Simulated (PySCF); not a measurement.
## A study: CH₃Cl, SMILES `CCl`

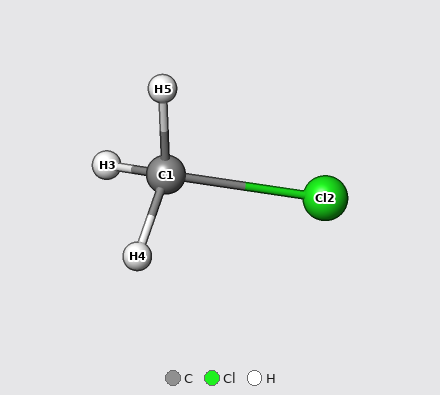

The molecule, with its atoms numbered as below. No frequency check shows the geometry to be a minimum.

Cartesian coordinates (Å):

```
C1      -1.1228    0.0000    0.0000
Cl2      0.6544    0.0000    0.0000
H3      -1.4628   -0.6904    0.7654
H4      -1.4629    1.0081    0.2152
H5      -1.4628   -0.3177   -0.9806
```

## 1. Bonding charge

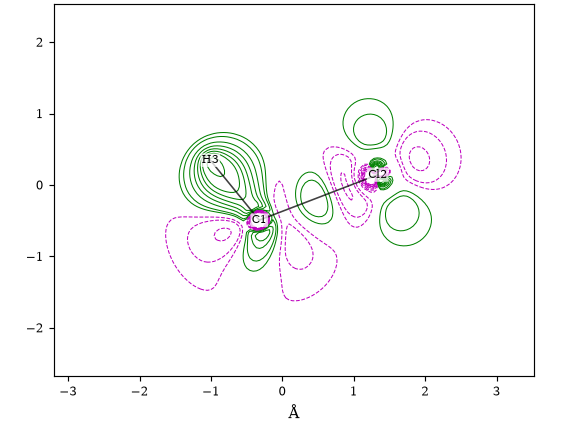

Deformation density (molecule less spherical, spin-averaged free atoms) in the plane of C1, Cl2 and H3; contours at ±0.05 to ±0.8 e/Å³; solid green lines: gain, dashed magenta lines: loss.

Computed with PySCF, B3LYP/def2-SVPD, geometry: GFN2-xTB.

Q: How much density has each bond in this plane gained at its critical point, relative to the free atoms?

A: C1–H3: +0.74 e/Å³ at the bond critical point (bond length 1.08 Å). C1–Cl2: +0.15 e/Å³ at the bond critical point (bond length 1.78 Å). In all, 1.1 electrons gather in the regions of gain relative to the promolecule.

## 2. Bond critical points

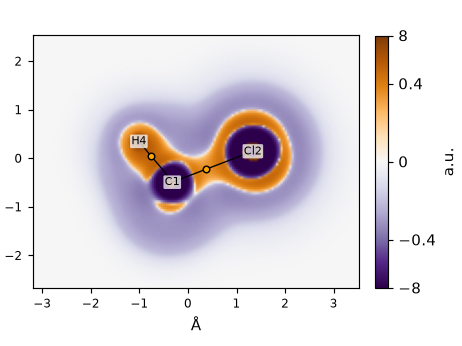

Negative Laplacian of the density (−∇²ρ) in the plane of C1, Cl2 and H4 (orange positive, purple negative, colour scale in a.u., logarithmic beyond ±0.04), with bond paths and bond critical points (dots).

Q: At which bond critical points in this plane is charge locally concentrated, and at which depleted?

A: Concentrated (∇²ρ < 0): C1–H4 (−1.11 a.u.); C1–Cl2 (−0.22 a.u.). At none is it depleted.

Q: Where along C1–H4 does the critical point lie?

A: 0.70 Å from C1 and 0.39 Å from H4.

## 3. Electrostatic potential

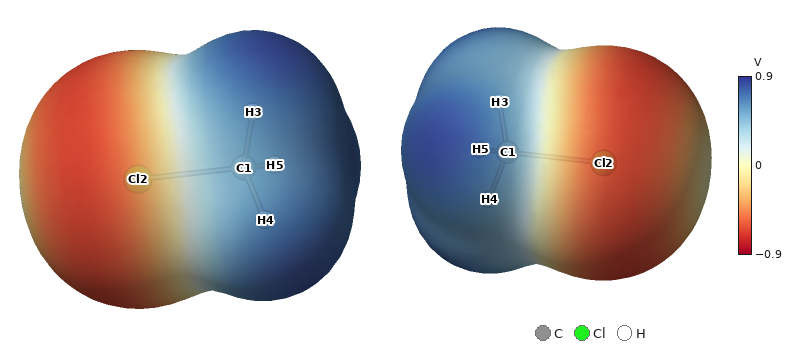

Electrostatic potential on the surface of electron density 0.001 a.u. (back view left, front view right).

Q: Where are the extremes of the potential on the surface?

A: Highest: 0.85 V, 1.3 Å from H4, and at like points elsewhere. Further maxima include 0.02 V, 1.9 Å from Cl2. Lowest: −0.67 V, 2.1 Å from Cl2, and at like points elsewhere. The surface is sampled at points, so like sites can differ by a few per cent and only the strongest of them is named.

## 4. In an electric field

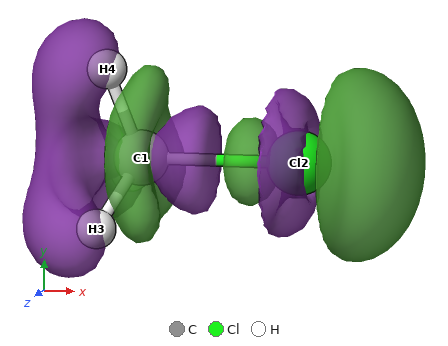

Change of the electron density in a uniform field of 0.21 V/Å, surfaces at ±0.002 e/Å³ (purple: gain, green: loss).

Level of theory: B3LYP/def2-SVPD (PySCF), at a geometry from GFN2-xTB.

Q: Along which Cartesian direction does the field point?

A: Along +x: electrons gather on the −x side, against the field.

Q: How large is the response?

A: The induced dipole is 0.36 D (along the field); α along this axis, from the fields in both directions, is 36 bohr³ (5.3 Å³).

Q: Which atoms gain and lose the most charge?

A: Electrons gather most on C1 (Hirshfeld charge changes by −0.005 e) and leave Cl2 most (+0.019 e); 0.033 electrons are displaced in all.

The PySCF runs shown took 4.9 s and 8.4 s on 1 thread of Intel(R) Xeon(R) Platinum 8375C CPU @ 2.90GHz (Ice Lake), on a shared host.
